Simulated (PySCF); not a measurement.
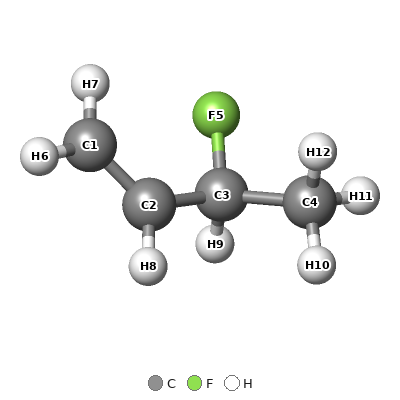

Geometry used (C₄H₇F (CH2=CHCHFCH3), SMILES C=C[C@H](C)F).

GIAO shifts, WP04/pcSseg-2 (IEF-PCM chloroform) in PySCF 2.14.0, at a PBE0-D3(BJ)/def2-TZVP geometry (no frequency check), against CFCl₃ for ¹⁹F and TMS for ¹H computed at the same level (¹⁹F: this reference is a hard case for the method, so all values can be off together by tens of ppm, and differences between signals are safer). fully decoupled, line heights follow the number of nuclei, widths are arbitrary (no quadrupolar broadening); values of one conformer, averaged over methyl-type rotors and exact or near symmetry; other conformers aren't averaged in.

**How many ¹⁹F lines appear, and where?**

1 signal.


| δ (ppm) | nuclei | atoms |
| --- | --- | --- |
| −207.3 | 1 | F5 |

**How many ¹H lines appear, and where?**

5 signals.


```csv
δ (ppm),nuclei,atoms
6.04,1,H8
5.50,1,H7
5.30,1,H9
5.27,1,H6
1.40,3,"H10, H11, H12"
```

The order of signals that lie close, as those under 0.08 ppm apart, is within the error of the method.

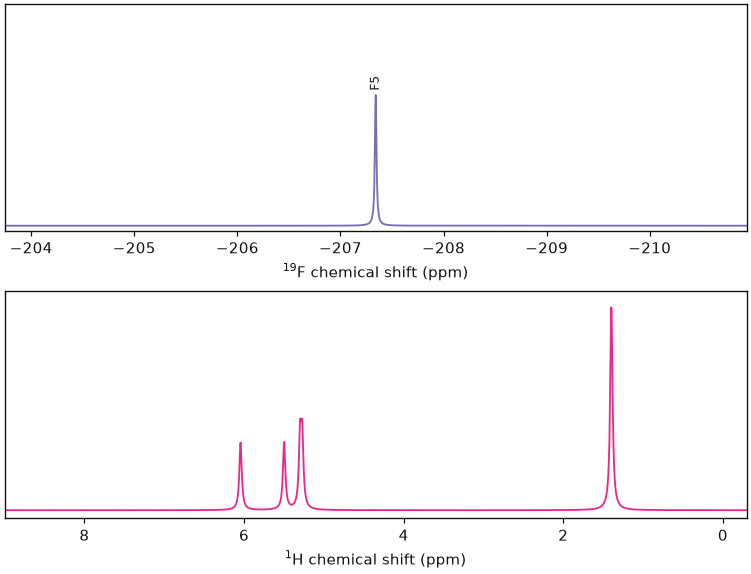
